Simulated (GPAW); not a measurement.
## Core-hole calculation of the Ni K edge in ZnNi (Pm-3m)

Aim: the near-edge shape at the Ni K edge of ZnNi (Pm-3m), and what the core hole does to it.

Program: GPAW 26.7.0. Level of theory: X-ray absorption from dipole matrix elements to empty bands, plane-wave PAW LDA. Results are calculated unless marked as measured.

The database entry behind the starting cell is an old determination (1936), so it need not match the best structure at ambient conditions.

**1. The structure**

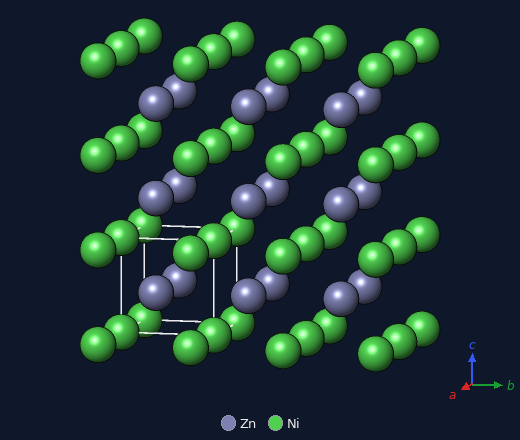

The cell as given, slightly off an axis (zinc blue, nickel green). 2×3×3 cells are drawn. Some periodic images of atoms are drawn too.

Structure file:

```cif
data_structure
_symmetry_space_group_name_H-M 'P 1'
_symmetry_Int_Tables_number 1
_cell_length_a 2.9083
_cell_length_b 2.9083
_cell_length_c 2.9083
_cell_angle_alpha 90.000
_cell_angle_beta 90.000
_cell_angle_gamma 90.000
_cell_volume 24.60
loop_
_atom_site_label
_atom_site_type_symbol
_atom_site_fract_x
_atom_site_fract_y
_atom_site_fract_z
_atom_site_occupancy
Zn1 Zn 0.50000 0.50000 0.50000 1
Ni2 Ni 0.00000 0.00000 0.00000 1
```

**2. Ground state of the crystal**

The ground state comes first: it tells whether the system has a gap, which decides how the excited electron is treated.

Input file scf.py:

```python
import numpy as np
from ase import Atoms
from ase.parallel import parprint, paropen
from gpaw import GPAW, PW, FermiDirac, Mixer, MixerDif, setup_paths
from gpaw.test import gen
setup_paths.insert(0, '.')
gen('Ni', name='nch1s', xcname='LDA', corehole=(1, 0, 0), write_xml=True)
from gpaw.mpi import world
world.barrier()

atoms = Atoms('ZnNi',
    cell=[[2.9083, 0, 0],
     [0, 2.9083, 0],
     [0, 0, 2.9083]],
    scaled_positions=[[0.5, 0.5, 0.5],
     [0, 0, 0]],
    magmoms=[0.0, 2.0],
    pbc=True)
atoms.calc = calc = GPAW(legacy_gpaw=True, mode=PW(430, force_complex_dtype=True), xc='LDA', setups={1: 'nch1s'},
    kpts={'size': (9, 9, 9), 'gamma': True}, occupations=FermiDirac(0.05),
    charge=0, mixer=MixerDif(0.05, 8, 50), maxiter=150,
    convergence={'density': 0.0001, 'eigenstates': 1e-6}, txt='scf.txt')
energy = atoms.get_potential_energy() + calc.get_reference_energy()
ef = calc.get_fermi_level()
out = dict(energy=energy, fermi=ef, forces=atoms.get_forces().tolist(), magmoms=atoms.get_magnetic_moments().tolist())
parprint(f'all-electron energy {energy:.4f} eV, Fermi level {ef:.4f} eV')
ev = np.array([[calc.get_eigenvalues(k, s) for k in range(len(calc.get_ibz_k_points()))] for s in range(calc.get_number_of_spins())])
out['homo'], out['lumo'], out['counts'] = ev[ev < ef].max(), ev[ev > ef].min(), sorted(set((ev < ef).sum((0, 2)).tolist()))
out['filled'] = (ev[:, 0] < ef).sum(1).tolist()
import json
with paropen('out.json', 'w') as f:
    json.dump(out, f)
```

Started as:

```console
> OMP_NUM_THREADS=1 mpirun -n 4 gpaw python scf.py
```

Numbers of over 12 decimals in the logs are rounded to 6 here.

The log of the run:

```text
Input parameters:
  convergence: {density: 0.0001,
                eigenstates: 1e-06}
  kpts: {gamma: True,
         size: (9, 9, 9)}
  maxiter: 150
  mixer: {backend: pulay,
          beta: 0.05,
          method: difference,
          nmaxold: 8,
          weight: 50}
  mode: {ecut: 430.0,
         force_complex_dtype: True,
         name: pw}
  occupations: {fixmagmom: False,
                name: fermi-dirac,
                width: 0.05}
  setups: {1: nch1s}

Initialize ...

[... PAW data sets ...]

Reference energy: -90088.497574  # eV

Spin-polarized calculation.
Initial magnetic moment: 2.000000

[... convergence settings ...]
Symmetries present (total): 48
  [... symmetry matrices ...]

729 k-points: 9 x 9 x 9 Monkhorst-Pack grid
35 k-points in the irreducible part of the Brillouin zone
       k-points in crystal coordinates                weights
   0:     0.00000000    0.00000000    0.00000000          1/729
   1:     0.11111111    0.00000000    0.00000000          6/729
   2:     0.11111111    0.11111111    0.00000000         12/729
   3:     0.11111111    0.11111111    0.11111111          8/729
   4:     0.22222222    0.00000000    0.00000000          6/729
   5:     0.22222222    0.11111111    0.00000000         24/729
   6:     0.22222222    0.11111111    0.11111111         24/729
   7:     0.22222222    0.22222222    0.00000000         12/729
   8:     0.22222222    0.22222222    0.11111111         24/729
   9:     0.22222222    0.22222222    0.22222222          8/729
          ...
  34:     0.44444444    0.44444444    0.44444444          8/729

Wave functions: Plane wave expansion
  Cutoff energy: 430.000 eV
  Number of coefficients (min, max): 478, 513
  Pulay-stress correction: 0.000000 eV/Ang^3 (de/decut=0.000000)
  Using FFTW library
  Wavefunction extrapolation:
    Improved wavefunction reuse through dual PAW basis

Occupation numbers: Fermi-Dirac:
  width: 0.0500  # eV

Eigensolver
   Davidson(niter=2)

Densities:
  Coarse grid: 14*14*14 grid
  Fine grid: 28*28*28 grid
  Total Charge: 0.000000

Density mixing:
  Method: difference
  Backend: pulay
  Linear mixing parameter: 0.05
  old densities: 8
  Width of damping distribution: 1.1
  Damping of long wavelength oscillations: 50

[... Hamiltonian set-up ...]
Number of atoms: 2
Number of atomic orbitals: 21
Number of bands in calculation: 21
Number of valence electrons: 28
Bands to converge: occupied

... initialized

Initializing position-dependent things.

Density initialized from atomic densities
Creating initial wave functions:
  21 bands from LCAO basis set

Positions:
   0 Zn     1.454150    1.454150    1.454150    ( 0.0000,  0.0000,  0.0000)
   1 Ni     0.000000    0.000000    0.000000    ( 0.0000,  0.0000,  2.0000)

Unit cell:
           periodic     x           y           z      points  spacing
  1. axis:    yes    2.908300    0.000000    0.000000    14     0.2077
  2. axis:    yes    0.000000    2.908300    0.000000    14     0.2077
  3. axis:    yes    0.000000    0.000000    2.908300    14     0.2077

  Lengths:   2.908300   2.908300   2.908300
  Angles:   90.000000  90.000000  90.000000

Effective grid spacing dv^(1/3) = 0.2077

iter:   1   -11.393927                   +2.0012
iter:   2   -11.338657   -0.72  -1.61    +0.8181
iter:   3   -10.855944   -1.23  -1.74    +0.2345
iter:   4   -10.878663   -2.19  -1.71    +0.2004
iter:   5   -10.943838   -1.48  -1.92    +0.1605
iter:   6   -10.855704   -2.62  -2.44    +0.1455
iter:   7   -10.808777   -2.02  -2.04    +0.1250
iter:   8   -10.810870   -3.78  -2.56    +0.1081
iter:   9   -10.816816c  -3.77  -2.51    +0.0926
iter:  10   -10.796771   -2.79  -2.65    +0.0970
iter:  11   -10.796700   -4.54  -3.58    +0.1044
iter:  12   -10.796899c  -5.10  -3.69    +0.0563
iter:  13   -10.797302c  -4.63  -3.61    +0.0247
iter:  14   -10.796915c  -4.86  -3.50    -0.0094
iter:  15   -10.796890c  -5.73  -3.74    -0.0098
iter:  16   -10.796891c  -7.49c -4.31c   -0.0087

Converged after 16 iterations.

Dipole moment: (0.000000, 0.000000, 0.000000) |e|*Ang

Total magnetic moment: (0.000000, 0.000000, -0.008734)
Local magnetic moments:
   0 Zn ( 0.000000,  0.000000,  0.000080)
   1 Ni ( 0.000000,  0.000000, -0.009008)

Energy contributions relative to reference atoms: (reference = -90088.497574)

Kinetic:         +1.492015
Potential:       +1.990539
External:        +0.000000
XC:             -14.336452
Entropy (-ST):   -0.012486
Local:           +0.063250
SIC:             +0.000000
--------------------------
Free energy:    -10.803134
Extrapolated:   -10.796891

Spin contamination: 0.000361 electrons
Showing only first 2 kpts
                      Up                     Down
 Kpt  Band  Eigenvalues  Occupancy  Eigenvalues  Occupancy
  0    12      6.40151    1.00000      6.39482    1.00000
  0    13      6.40151    1.00000      6.39482    1.00000
  0    14     14.28700    0.00000     14.28638    0.00000
  0    15     14.28700    0.00000     14.28638    0.00000

  1    12      6.29526    1.00000      6.28867    1.00000
  1    13      6.39294    1.00000      6.38625    1.00000
  1    14     12.61139    0.00000     12.60998    0.00000
  1    15     14.66759    0.00000     14.66687    0.00000

Fermi level: 7.28933

No gap
No difference between direct/indirect transitions

Forces in eV/Ang:
  0 Zn    0.00000    0.00000    0.00000
  1 Ni   -0.00000   -0.00000    0.00000
Scalar-relativistic atomic LDA calculation for Ni (Nickel, Z=28)
Core hole in 1s state (1s occupation: 2.0)
600 radial gridpoints.
|------------------------------------------------|
|------------------------------------------------|
[... the atom generator's iteration count ...]

Energy contributions:
-------------------------
Kinetic:    +1537.751258
XC:           -60.699976
Potential:  -2994.820198
-------------------------
Total:      -1517.768916

state      eigenvalue         ekin         rmax
-----------------------------------------------
1s^2.0 :  -301.035028   388.934024        0.035
2s^2.0 :   -35.997604    72.392377        0.205
2p^6.0 :   -31.023259    70.728959        0.165
3s^2.0 :    -4.059448    15.962886        0.640
3p^6.0 :    -2.618967    14.035345        0.646
3d^8.0 :    -0.335915     8.991402        0.627
4s^2.0 :    -0.215280     1.327822        2.220
4p^0.0 :    -0.049170     0.563687        3.144
-----------------------------------------------
(units: Bohr and Hartree)

Generating PAW setup
Kinetic energy of the core from tauc = 1391.507298
Cutoffs:
rc(s)=2.200
rc(p)=2.280
rc(d)=2.150
rc(vbar)=2.220
rc(comp)=2.180
rc(nct)=2.280

Kinetic energy of the core states: 1378.952329
Charge: 0.0
Core electrons: 12.0
Valence electrons: 16.0
Pseudo-core charge: 0.043714
Shape function alpha=2.104
Pseudo-electron charge 4.284307
state    eigenvalue         norm
--------------------------------
4s(2) :    -0.215280     1.060160
*s    :     0.784720
3p(6) :    -2.618967     0.052480
4p(0) :    -0.049170     1.003908
3d(8) :    -0.335915     0.225674
*d    :     0.664085
--------------------------------

Diagonalizing with gridspacing h=0.050

state   all-electron     PAW
-------------------------------
4s:      -0.215280    -0.215531
3p:      -2.618967    -2.619713
3d:      -0.335915    -0.336667
*f:                    0.071842
-------------------------------
all-electron energy -90099.2945 eV, Fermi level 7.2893 eV
```

Elapsed: 6.8 s, on 4 MPI ranks of Intel Xeon 6975P-C (Granite Rapids), shared host; peak memory 0.17 GiB.

The mesh shows no gap, so the system is treated as a metal and the core electron is put at the Fermi level (neutral cell).

**3. Spectrum without a core hole, Ni atom 2**

Without a hole the spectrum is the empty density of states of the right symmetry on the absorber, weighted by matrix elements. It needs only the small cell and serves as the baseline. The data set with a hole of occupation 0 only carries the core orbital.

The absorber has 8 Zn at 2.52 Å and 6 Ni at 2.91 Å (cube and octahedron, as in bcc, site symmetry m-3m).

Input file xas.py:

```python
import numpy as np
from ase import Atoms
from ase.parallel import parprint, paropen
from gpaw import GPAW, PW, FermiDirac, Mixer, MixerDif, setup_paths
from gpaw.test import gen
setup_paths.insert(0, '.')
gen('Ni', name='nch1s', xcname='LDA', corehole=(1, 0, 0), write_xml=True)
from gpaw.mpi import world
world.barrier()

atoms = Atoms('ZnNi',
    cell=[[2.9083, 0, 0],
     [0, 2.9083, 0],
     [0, 0, 2.9083]],
    scaled_positions=[[0.5, 0.5, 0.5],
     [0, 0, 0]],
    magmoms=[0.0, 2.0],
    pbc=True)
atoms.calc = calc = GPAW(legacy_gpaw=True, mode=PW(430, force_complex_dtype=True), xc='LDA', setups={1: 'nch1s'},
    kpts={'size': (12, 12, 12), 'gamma': True}, occupations=FermiDirac(0.1),
    charge=0, mixer=MixerDif(0.05, 8, 50), maxiter=150,
    convergence={'density': 0.0001, 'eigenstates': 1e-6}, txt='scf.txt')
energy = atoms.get_potential_energy() + calc.get_reference_energy()
ef = calc.get_fermi_level()
out = dict(energy=energy, fermi=ef, forces=atoms.get_forces().tolist(), magmoms=atoms.get_magnetic_moments().tolist())
parprint(f'all-electron energy {energy:.4f} eV, Fermi level {ef:.4f} eV')
ev = np.array([[calc.get_eigenvalues(k, s) for k in range(len(calc.get_ibz_k_points()))] for s in range(calc.get_number_of_spins())])
out['homo'], out['lumo'], out['counts'] = ev[ev < ef].max(), ev[ev > ef].min(), sorted(set((ev < ef).sum((0, 2)).tolist()))
out['filled'] = (ev[:, 0] < ef).sum(1).tolist()

from ase.units import Ha
from gpaw.xas import dipole_matrix_elements
nb = int(calc.get_number_of_electrons() / 2) + 23
top = nb
nscf = calc.fixed_density(kpts={'size': (6, 6, 6), 'gamma': True},
    convergence={'eigenstates': 1.0}, txt='nscf.txt')
nscf.diagonalize_full_hamiltonian(nbands=nb)
cell = atoms.cell.array
ops = [cell.T @ U.T @ np.linalg.inv(cell.T) for U in nscf.wfs.kd.symmetry.op_scc]
E = np.arange(-25, 34, 0.1)
fwhm = np.interp(E, [4, 25], [1.44, 3.5])
Y, X, zero, highest = 0, 0, 1e9, 1e9
for spin in range(nscf.get_number_of_spins()):
    wfs = nscf.wfs
    mine = wfs.bd.get_slice()  # this rank's bands
    A = dipole_matrix_elements(wfs.setups[1])
    eps = np.zeros((wfs.kd.nibzkpts, nb))
    d = np.zeros((3, A.shape[1], wfs.kd.nibzkpts, nb), complex)
    for kpt in wfs.kpt_u:
        if kpt.s == spin and 1 in kpt.P_ani:
            eps[kpt.k, mine] = kpt.eps_n * Ha
            d[:, :, kpt.k, mine] = (kpt.weight * wfs.nspins / 2) ** 0.5 * np.inner(A, kpt.P_ani[1])
    world.sum(eps)
    world.sum(d)
    T = np.einsum('amkn,bmkn->abkn', d, d.conj()).real
    T = sum(np.einsum('ai,ijkn,bj->abkn', R, T, R) for R in ops) / len(ops)
    empty = eps > ef
    zero, highest = min(zero, eps[empty].min()), min(highest, eps[:, top - 1].min())
    lines = [(eps, T, empty)] if spin == 0 else lines + [(eps, T, empty)]
for eps, T, empty in lines:
    f = np.einsum('aakn->akn', T).reshape(3, -1)
    x = eps.ravel() - zero
    w = np.interp(x, E, fwhm) / 2.35482
    g = np.exp(-0.5 * ((E[:, None] - x) / w) ** 2) / (w * (2 * np.pi) ** 0.5)
    Y = Y + (f * empty.ravel()) @ g.T
    X = X + (f * ~empty.ravel()) @ g.T
out.update(E=E.round(2).tolist(), xas=Y.tolist(), xes=X.tolist(), zero=zero, valid=highest - zero, nk=len(eps), nb=nb)
for i in range(0, len(E), 10):
    parprint(f'{E[i]:7.2f}', *(f'{v:10.3e}' for v in Y[:, i]))
import json
with paropen('out.json', 'w') as f:
    json.dump(out, f)
```

Started as:

```console
> OMP_NUM_THREADS=1 mpirun -n 4 gpaw python xas.py
```

The log of the run:

```text
Input parameters:
  convergence: {density: 0.0001,
                eigenstates: 1e-06}
  kpts: {gamma: True,
         size: (12, 12, 12)}
  maxiter: 150
  mixer: {backend: pulay,
          beta: 0.05,
          method: difference,
          nmaxold: 8,
          weight: 50}
  mode: {ecut: 430.0,
         force_complex_dtype: True,
         name: pw}
  occupations: {fixmagmom: False,
                name: fermi-dirac,
[...]
4s:      -0.215280    -0.215531
3p:      -2.618967    -2.619713
3d:      -0.335915    -0.336667
*f:                    0.071842
-------------------------------
all-electron energy -90099.3034 eV, Fermi level 7.3028 eV
 -25.00 4.669e-254 4.669e-254 4.669e-254
 -24.00 2.675e-244 2.675e-244 2.675e-244
 -23.00 9.761e-235 9.761e-235 9.761e-235
 -22.00 2.270e-225 2.270e-225 2.270e-225
[...]
32.00  3.849e-07  3.849e-07  3.849e-07
  33.00  4.290e-07  4.290e-07  4.290e-07
[key lines of the parts left out:]
Converged after 14 iterations.
Dipole moment: (0.000000, -0.000000, 0.000000) |e|*Ang
Free energy:    -10.822830
Fermi level: 7.30283
```

Wall time 14 s (4 MPI ranks); peak memory 0.23 GiB; 54 s of CPU time.

The Ni K spectrum, Ni atom 2, no core hole (energy from the lowest empty level; intensity scaled to a mean of 1 over the first 20 eV):

| E (eV) | intensity |
| --- | --- |
| -2.0 | 0.00 |
| -0.5 | 0.11 |
| 1.0 | 0.61 |
| 2.5 | 0.32 |
| 4.0 | 0.58 |
| 5.5 | 0.80 |
| 7.0 | 0.85 |
| 8.5 | 0.92 |
| 10.0 | 1.09 |
| 11.5 | 0.86 |
| 13.0 | 1.22 |
| 14.5 | 1.27 |
| 16.0 | 1.53 |
| 17.5 | 1.84 |
| 19.0 | 1.29 |
| 20.5 | 0.79 |
| 22.0 | 0.80 |
| 23.5 | 0.90 |
| 25.0 | 0.94 |
| 26.5 | 0.98 |
| 28.0 | 1.00 |
| 29.5 | 0.93 |
| 31.0 | 0.95 |

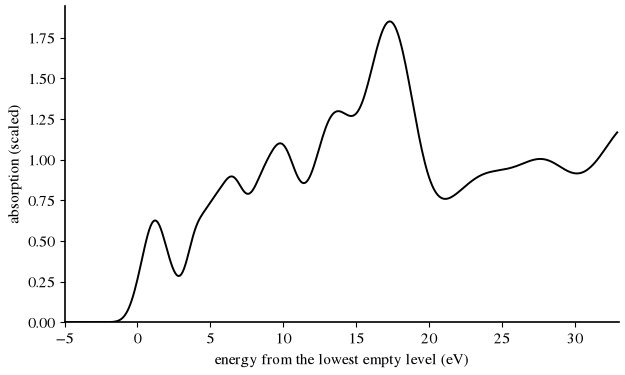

The Ni K edge, Ni atom 2, no core hole: main maxima at 9.8, 13.8 and 17.3 eV.

Main maxima below 30 eV (height): 1.2 eV (0.63), 6.5 eV (0.90), 9.8 eV (1.10), 13.8 eV (1.30), 17.3 eV (1.85) and 27.6 eV (1.00). A K edge sees empty p states, which here mix into the lowest empty bands, so that weight starts at the zero.

The same matrix elements for filled bands give the Ni K emission of Ni atom 2 (ground-state approximation; energy from the lowest empty level, largest value 1):

| E (eV) | emission |
| --- | --- |
| -24.0 | 0.00 |
| -22.5 | 0.00 |
| -21.0 | 0.00 |
| -19.5 | 0.00 |
| -18.0 | 0.00 |
| -16.5 | 0.00 |
| -15.0 | 0.00 |
| -13.5 | 0.00 |
| -12.0 | 0.00 |
| -10.5 | 0.01 |
| -9.0 | 0.12 |
| -7.5 | 0.72 |
| -6.0 | 0.41 |
| -4.5 | 0.65 |
| -3.0 | 0.81 |
| -1.5 | 0.88 |
| 0.0 | 0.31 |
| 1.5 | 0.00 |
| 3.0 | 0.00 |

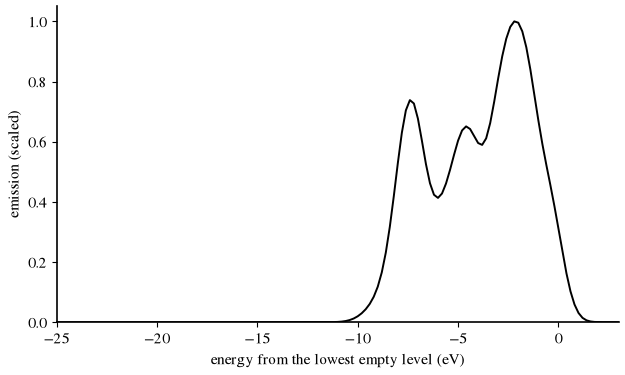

X-ray emission from the filled bands.

Emission maxima: -7.4 eV (0.74), -4.6 eV (0.65) and -2.2 eV (1.00).

**4. Supercell without a hole, the energy reference**

The photon energy needs a difference of total energies, so the cell and mesh of the coming hole run are first run without a hole.

Edit scf.py of step 2 so:

```diff
@@ -10,12 +10,28 @@
 
-atoms = Atoms('ZnNi',
-    cell=[[2.9083, 0, 0],
-     [0, 2.9083, 0],
-     [0, 0, 2.9083]],
-    scaled_positions=[[0.5, 0.5, 0.5],
-     [0, 0, 0]],
-    magmoms=[0.0, 2.0],
+atoms = Atoms('Zn9Ni9',
+    cell=[[2.9083, 0, 5.8166],
+     [-5.8166, 2.9083, 0],
+     [0, -5.8166, 2.9083]],
+    scaled_positions=[[0.38888889, 0.94444444, 0.72222222],
+     [0.83333333, 0.16666667, 0.83333333],
+     [0.72222222, 0.61111111, 0.05555556],
+     [0.61111111, 0.05555556, 0.27777778],
+     [0.27777778, 0.38888889, 0.94444444],
+     [0.5, 0.5, 0.5],
+     [0.16666667, 0.83333333, 0.16666667],
+     [0.05555556, 0.27777778, 0.38888889],
+     [0.94444444, 0.72222222, 0.61111111],
+     [0, 0, 0],
+     [0.44444444, 0.22222222, 0.11111111],
+     [0.33333333, 0.66666667, 0.33333333],
+     [0.22222222, 0.11111111, 0.55555556],
+     [0.88888889, 0.44444444, 0.22222222],
+     [0.11111111, 0.55555556, 0.77777778],
+     [0.77777778, 0.88888889, 0.44444444],
+     [0.66666667, 0.33333333, 0.66666667],
+     [0.55555556, 0.77777778, 0.88888889]],
+    magmoms=[0.0, 0.0, 0.0, 0.0, 0.0, 0.0, 0.0, 0.0, 0.0, 2.0, 2.0, 2.0, 2.0, 2.0, 2.0, 2.0, 2.0, 2.0],
     pbc=True)
-atoms.calc = calc = GPAW(legacy_gpaw=True, mode=PW(430, force_complex_dtype=True), xc='LDA', setups={1: 'nch1s'},
-    kpts={'size': (9, 9, 9), 'gamma': True}, occupations=FermiDirac(0.05),
+atoms.calc = calc = GPAW(legacy_gpaw=True, mode=PW(430, force_complex_dtype=True), xc='LDA', setups={9: 'nch1s'},
+    kpts={'size': (3, 3, 3), 'gamma': True}, occupations=FermiDirac(0.1),
     charge=0, mixer=MixerDif(0.05, 8, 50), maxiter=150,
```

Started as:

```console
> OMP_NUM_THREADS=1 mpirun -n 4 gpaw python scf.py
```

The log of the run:

```text
Input parameters:
  convergence: {density: 0.0001,
                eigenstates: 1e-06}
  kpts: {gamma: True,
         size: (3, 3, 3)}
  maxiter: 150
  mixer: {backend: pulay,
          beta: 0.05,
          method: difference,
          nmaxold: 8,
          weight: 50}
  mode: {ecut: 430.0,
         force_complex_dtype: True,
         name: pw}
  occupations: {fixmagmom: False,
                name: fermi-dirac,
[...]
*s    :     0.784720
3p(6) :    -2.618967     0.052480
4p(0) :    -0.049170     1.003908
3d(8) :    -0.335915     0.225674
*d    :     0.664085
--------------------------------

Diagonalizing with gridspacing h=0.050

state   all-electron     PAW
-------------------------------
4s:      -0.215280    -0.215531
3p:      -2.618967    -2.619713
3d:      -0.335915    -0.336667
*f:                    0.071842
-------------------------------
all-electron energy -810893.8968 eV, Fermi level 7.2752 eV
[key lines of the parts left out:]
Converged after 15 iterations.
Dipole moment: (0.000000, -0.000000, -0.000000) |e|*Ang
Free energy:    -97.555004
Fermi level: 7.27521
```

Elapsed: 63 s, on 4 MPI ranks; peak memory 0.45 GiB.

Reference energy: -810893.897 eV with the cores included.

(Part 1 of 3 ends here.)

[Banner, clock and machine lines of the logs are left out without a mark of their own.]

[Logs are printed without paths, hosts, clocks, repeated set-up lines and the standing remarks that a program may print on its own settings, such as how far it seeks lower states.]

[Hosts, paths, dates, database ids (printed as entryN), source tags and the programs' standing remarks are cut or masked in the printed files.]

[Lists of maxima count a maximum above −3 eV only where it reaches 4 % of the highest in the window and stands out from its surroundings by 2 % of it (1.5 % where it reaches 55 %); shoulders and weaker maxima are passed over, and of the rest the first, up to two pre-edge ones and the few strongest are named.]
